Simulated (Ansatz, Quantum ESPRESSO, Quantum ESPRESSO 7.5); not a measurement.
# Cu: work function by face

Which face of Cu holds its electrons most tightly, and does packing explain the order?

Method: plane-wave DFT, PBE, GBRV ultrasoft pseudopotentials (geometry and cross-check by Ansatz 0.2.0 with PAW datasets; geometry under PBE), in Quantum ESPRESSO 7.5.

Experimental background.

“Anisotropic work function of elemental crystals” (2019, arxiv:1902.07811) quotes from earlier work for Cu (clean single-crystal faces): work function of (111) (clean (111) face) 4.9 eV; work function of (100) (clean (100) face) 4.73 eV; work function of (110) (clean (110) face) 4.56 eV.

### 1. The starting structure

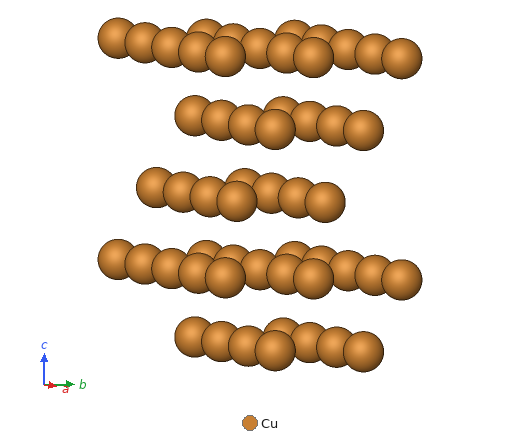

The starting structure, seen from the side, with the c axis up (copper orange). 4×2×1 cells are drawn. Some periodic images of atoms are drawn too.

The cell holds 5 atoms: 5 Cu. Cell: a = 2.553 Å, b = 2.553 Å, c = 24.337 Å, α = 90.0°, β = 90.0°, γ = 60.0°. It derives from Cu. Vacuum lies along c.

Structure file:

```cif
data_structure
_symmetry_space_group_name_H-M 'P 1'
_symmetry_Int_Tables_number 1
_cell_length_a 2.5527
_cell_length_b 2.5527
_cell_length_c 24.3369
_cell_angle_alpha 90.000
_cell_angle_beta 90.000
_cell_angle_gamma 60.000
_cell_volume 137.33
loop_
_atom_site_label
_atom_site_type_symbol
_atom_site_fract_x
_atom_site_fract_y
_atom_site_fract_z
_atom_site_occupancy
Cu1 Cu 0.66667 0.66667 0.32872 1
Cu2 Cu 0.00000 0.00000 0.41436 1
Cu3 Cu 0.33333 0.33333 0.50000 1
Cu4 Cu 0.66667 0.66667 0.58564 1
Cu5 Cu 0.00000 0.00000 0.67128 1
```

### 2. Geometry from Ansatz of (111)

A relaxation in Ansatz fixes the structure of this slab for the runs on it.

input.yaml

```yaml
crystal:
  lattice:
    - [2.5526554801, 0.0, 0.0]
    - [1.27632774, 2.2106644929, 0.0]
    - [0.0, 0.0, 24.3369378871]
  atoms:
    - { symbol: Cu, position: [0.6666666667, 0.6666666667, 0.3287184295] }
    - { symbol: Cu, position: [0.0, 0.0, 0.4143592147] }
    - { symbol: Cu, position: [0.3333333333, 0.3333333333, 0.5] }
    - { symbol: Cu, position: [0.6666666667, 0.6666666667, 0.5856407853] }
    - { symbol: Cu, position: [0.0, 0.0, 0.6712815705] }
kpoints:
  mp_grid: { grid: [12, 12, 1] }
hamiltonian:
  xc: pbe
scf:
  occupations: { method: fermi_dirac, width: 0.1 }
  convergence: { dr2_threshold: 1.0e-08 }
efield:
  axis: 3
  dipole_correction: true
  ramp_position: 0.97
  ramp_width: 0.04
relax:
  f_tol: 0.01
  constraints: [{ sites: [2] }]
output:
  write_potential: true
  write_density: true
  volumetric_format: npy
```

Launch:

```sh
ansatz run input.yaml --threads 4 --pin off --max-ram 8192MiB --backend cpu --events-out ev --progress --plain --runs-dir out
```

Numbers of over 12 decimals in the logs are rounded to 6 here.

The log of the run:

```text
Engine: ansatz 0.2.0, aarch64-unknown-linux-gnu
Pseudopotentials: kind: paw
Pseudopotential: Cu, paw, valence charge 19, recommended cutoff 420 eV (normal), Cu.paw.azcp
Functional definition: PBE
  parameter kappa = 0.804
  parameter beta = 0.066725
  exchange = pbe_x(kappa = kappa, mu = beta*pi^2/3)
  correlation = pbe_c(beta = beta)
Crystal: 5 atoms, lattice volume = 137.335 Å³
Basis set: ecut = 420 eV, 2739 PW (Γ), exchange–correlation on 36×36×360 points (8 copies of the dense FFT grid, shifted against one another)
Bands: 57, of which v1, the nominal top of the filled ones, is band 48 counted from 1 (47 counted from 0)
Symmetry: 6 space group operations
k-points: 19 of 144 (time reversal used)
Non-local potential: Cu, projectors of the file, l = 0: 3, l = 1: 2, l = 2: 3, l = 3: 1
PAW form: soft (Blöchl's): semilocal exchange-correlation on the pseudo side does not see the compensation charge
PAW one-centre angular grid: Cu, 590 points (default); XC on 64 Gauss nodes
Initial density: superposition of atomic densities (neutral atoms: chi_scale 0, normalization atom), corrected by the library's trained network
Initial wavefunctions: pseudopotential atomic-orbital guess
Functional: x = pbe(κ = 0.804, μ = 0.219515), c = pbe(β = 0.066725)
SCF iter   1: F=—  HF=-33124.941248 eV  |F-HF|=—  |Δ(HF+E_count)|=         —  Δρ=1.86e-3  dr2=1.24e-2  ethr=1.77e-3  p=0.000 e·Å  D=6.46e-4 V/Å  ΔV_dip=-0.02 eV  dr2_dipole=1.27e-4  V_vac-E_F(+/−)=4.75/4.77 eV  ⟨swp⟩=7.9  Hψ=4546  notcnv=0  defer=17
efield: sawtooth ramp at fractional position 0.9700 (set: `efield.ramp_position`, or a place that a band, a saddle search or an elastic batch's reference lends), width 0.0400; the density the first Hamiltonian is built on has a dipole p = 0.000 e·Å; the dipole correction subtracts the counter field D = 6.46e-4 V/Å, which shifts the + side's vacuum level by -0.02 eV against the − side's; the planar-averaged density in the ramp window peaks in size at 8.7e-5 e/Å³
preconditioner: auto → LDOS  [metal: Δε(μ)=0.074 eV  Ē_g=8.489 eV  σ=0.100 eV  W_gap=0.18  n_scr=18 (ndim 8)  ℏωp=23.5 eV  f_vac=0.536  D(μ)=1.96/eV (n_scr^D=12)  β→1.0]
SCF iter   2: F=—  HF=-33124.946958 eV  |F-HF|=—  |Δ(HF+E_count)|=   5.71e-3  Δρ=3.44e-3  dr2=1.29e-2  ethr=1.30e-5  p=0.000 e·Å  D=9.53e-5 V/Å  ΔV_dip=-0.00 eV  dr2_dipole=2.09e-6  V_vac-E_F(+/−)=4.80/4.80 eV  ⟨swp⟩=2.9  Hψ=2417  notcnv=0  defer=32
SCF iter   3: F=—  HF=-33124.946196 eV  |F-HF|=—  |Δ(HF+E_count)|=   7.61e-4  Δρ=2.91e-3  dr2=6.86e-3  ethr=1.30e-5  p=0.000 e·Å  D=7.27e-5 V/Å  ΔV_dip=-0.00 eV  dr2_dipole=1.18e-6  V_vac-E_F(+/−)=4.77/4.77 eV  ⟨swp⟩=2.4  Hψ=1905  notcnv=0  defer=32
SCF iter   4: F=—  HF=-33124.944987 eV  |F-HF|=—  |Δ(HF+E_count)|=   1.21e-3  Δρ=4.85e-4  dr2=3.93e-4  ethr=7.22e-6  p=0.000 e·Å  D=3.23e-5 V/Å  ΔV_dip=-0.00 eV  dr2_dipole=2.75e-7  V_vac-E_F(+/−)=4.78/4.78 eV  ⟨swp⟩=2.0  Hψ=1484  notcnv=0  defer=32
SCF iter   5: F=—  HF=-33124.944907 eV  |F-HF|=—  |Δ(HF+E_count)|=   7.99e-5  Δρ=2.49e-4  dr2=7.14e-5  ethr=4.13e-7  p=0.000 e·Å  D=1.23e-5 V/Å  ΔV_dip=-0.00 eV  dr2_dipole=1.40e-8  V_vac-E_F(+/−)=4.78/4.78 eV  ⟨swp⟩=2.1  Hψ=1571  notcnv=0  defer=32
SCF iter   6: F=—  HF=-33124.944907 eV  |F-HF|=—  |Δ(HF+E_count)|=   1.65e-7  Δρ=8.54e-5  dr2=1.30e-5  ethr=7.51e-8  p=-0.000 e·Å  D=-4.68e-6 V/Å  ΔV_dip=0.00 eV  dr2_dipole=6.22e-10  V_vac-E_F(+/−)=4.79/4.79 eV  ⟨swp⟩=2.1  Hψ=1548  notcnv=0  defer=32
SCF iter   7: F=—  HF=-33124.944882 eV  |F-HF|=—  |Δ(HF+E_count)|=   2.51e-5  Δρ=4.47e-5  dr2=3.64e-6  ethr=1.37e-8  p=-0.000 e·Å  D=-7.45e-6 V/Å  ΔV_dip=0.00 eV  dr2_dipole=1.98e-9  V_vac-E_F(+/−)=4.79/4.79 eV  ⟨swp⟩=2.0  Hψ=1440  notcnv=0  defer=32
SCF iter   8: F=—  HF=-33124.944902 eV  |F-HF|=—  |Δ(HF+E_count)|=   1.99e-5  Δρ=1.39e-5  dr2=2.60e-7  ethr=3.83e-9  p=-0.000 e·Å  D=-1.16e-5 V/Å  ΔV_dip=0.00 eV  dr2_dipole=1.31e-9  V_vac-E_F(+/−)=4.79/4.79 eV  ⟨swp⟩=1.7  Hψ=1185  notcnv=0  defer=32
SCF iter   9: F=—  HF=-33124.944902 eV  |F-HF|=—  |Δ(HF+E_count)|=   3.04e-8  Δρ=3.95e-6  dr2=1.63e-8  ethr=2.74e-10  p=-0.000 e·Å  D=-9.97e-6 V/Å  ΔV_dip=0.00 eV  dr2_dipole=7.03e-10  V_vac-E_F(+/−)=4.79/4.79 eV  ⟨swp⟩=2.0  Hψ=1557  notcnv=0  defer=30
SCF iter  10: F=-33124.944902 eV  HF=-33124.944902 eV  |F-HF|=1.93e-8  |Δ(HF+E_count)|=   1.25e-7  Δρ=2.41e-6  dr2=4.88e-9  ethr=1.05e-11  p=-0.000 e·Å  D=-1.06e-5 V/Å  ΔV_dip=0.00 eV  dr2_dipole=9.26e-12  V_vac-E_F(+/−)=4.79/4.79 eV  ⟨swp⟩=9.6  Hψ=7420  notcnv=0
SCF 1 converged in 10 iterations: F = -33124.944902 eV  dr2 = 4.88e-9
  greatest PAW one-centre occupation: 1.000 electrons in one spin orbital (limit 2), on the Cu atom at site 0 (counted from 0), in its partial waves of l = 0
relax step   1: F+E_penalty+E_count = -33124.94490230 eV  Δ(F+E_penalty+E_count) = +0.000e0 eV  max|allowed force component| = 7.340e-3 eV/Å  Δτ_max = 0.0000 Å  (10 SCF iters, accepted)
NSCF: frozen V_eff on 19 k-points
the band table was solved once a step of the walk had ended and its energy, with any forces and stress, was formed, with the checks that follow a solve (5531 applications of the Hamiltonian). They found nothing against the state; the energy, forces and stress were not computed again (output.eigenvalues in the input reference)
WARN: The output density's exchange-correlation potential varies sharply where the density is thin. Do not read a vacuum level from v_tot or v_xc, or from such a field of the output density. On a cell that repeats whose density bears no net charge and no dipole along the vacuum's axis use v_es (v_loc + v_h of the components); under efield.dipole_correction with no amplitude use v_es + v_field, which holds any externa [...]
SCF converged after 10 iterations
Free energy (F): -33124.944902 eV
Harris-Foulkes:  -33124.944902 eV  (|F-HF|=1.93e-8)
Internal energy: -33124.879519 eV  (E = F + TS)
E sigma→0 (E₀):  -33124.912211 eV
Entropy (-TS):   -0.065383 eV (-13.077 meV/atom)
Fermi energy:    4.509310 eV
Dipole field:    D = -0.000016 V/Å  (p = -0.000012 e·Å, saw-weighted, corrected)
Work function:   Φ+ = 4.7929 eV   Φ− = 4.7926 eV
Levels:          The Fermi level and band energies are counted from a zero that moves with the ramp; work functions are not
--- Per-component energies (eV) ---
  E_band       = -2947.567118
  E_kinetic    = 1498.535684
  E_local      = -216731.244659  (includes V_loc(G=0)·N_el)
  E_nonlocal   = 1952.853375
  E_hartree    = 106586.553209
  E_xc         = -445.661078
  E_vxc        = -574.898921  (∫ρ·V_xc dr)
  E_paw        = -8317.995742  (= ΣΔE_a)
  E_vpaw       = -2265.916383  (= ΣTr[D̂ρ^β])
  E_aug_tail   = 0.001378  (compensation charges beyond the density's cutoff)
  E_efield     = 0.000000  (sawtooth field / dipole correction)
  E_vefield    = 0.000360  (∫n·V_field dr)
  E_ewald      = 82332.078314
  E_smearing   = -0.065383  (= −TS)
  E_closure    = 0.000000  (closes the sum)
  Σ components = -33124.944902   (vs F -33124.944902, Δ=0.00e0)
--- Forces (eV/Å), atoms counted from 1 ---
  atom   1  Cu    -0.00000000    -0.00000000    -0.00733805
  atom   2  Cu    -0.00000000    -0.00000000    -0.00560514
  atom   3  Cu     0.00000000    -0.00000000     0.00000103
  atom   4  Cu    -0.00000000     0.00000000     0.00560537
  atom   5  Cu     0.00000000     0.00000000     0.00733983
  max |Σ_I F_I| component: 3.04e-6 eV/Å
--- Band table (eV; the first three rows and the last of 19) ---
  k-point 0: bands = [... 44 lower, 2.6403, 2.8686, 2.8686, 2.9580, 2.9580, 3.5218, 4.2028, 8.6878, ... 5 higher]
  k-point 1: bands = [... 44 lower, 2.6403, 2.6518, 2.8679, 2.9449, 2.9615, 3.9762, 4.7765, 8.8628, ... 5 higher]
  k-point 2: bands = [... 44 lower, 2.6380, 2.7018, 2.8645, 2.9703, 3.3966, 4.7809, 5.9293, 9.3810, ... 5 higher]
  k-point 18: bands = [... 44 lower, 2.8939, 7.9342, 7.9342, 8.1106, 8.3822, 8.9104, 8.9104, 9.8890, ... 5 higher]
--- Relaxed structure (1 steps of the walk, 1 accepted, 0 SCFs on fresh bases) ---
  F+E_penalty+E_count = -33124.94490230 eV   max|allowed force component| = 7.340e-3 eV/Å
  atoms:
    - { symbol: Cu, position: [0.666667, 0.666667, 0.3287184295] }
    - { symbol: Cu, position: [0.0, 0.0, 0.4143592147] }
    - { symbol: Cu, position: [0.333333, 0.333333, 0.5] }
    - { symbol: Cu, position: [0.666667, 0.666667, 0.5856407853] }
    - { symbol: Cu, position: [0.0, 0.0, 0.6712815705] }
```

Elapsed: 5.9 s, on 4 threads of Arm Neoverse V1, shared host; peak memory 0.51 GiB.

The forces lay under the threshold from the start, so no ionic step was taken.

 Held were the atoms numbered 3; the forces quoted are those on the free ones.

Read from the output:

| Property | Result |
| --- | --- |
| free energy | -33124.9449 eV |
| energy at zero smearing | -33124.9122 eV |
| smearing term TS | 0.06538 eV |
| Fermi energy | 4.509 eV |
| symmetry operations | 6 |
| work function of the upper face | 4.793 eV |
| work function of the lower face | 4.793 eV |
| dipole along the normal | -1.18e-5 e·Å |

(Continued in part 2 of 6.)

[Logs are printed without paths, hosts, clocks, repeated set-up lines and the standing remarks that a program may print on its own settings, such as how far it seeks lower states.]

[Hosts, paths, dates, database ids (printed as entryN), source tags and the programs' standing remarks are cut or masked in the printed files.]

[Maps of the electrostatic potential energy from Ansatz leave out the sawtooth potential of an applied field or a dipole correction, so their vacuum need not be flat; planar profiles and work functions include it.]
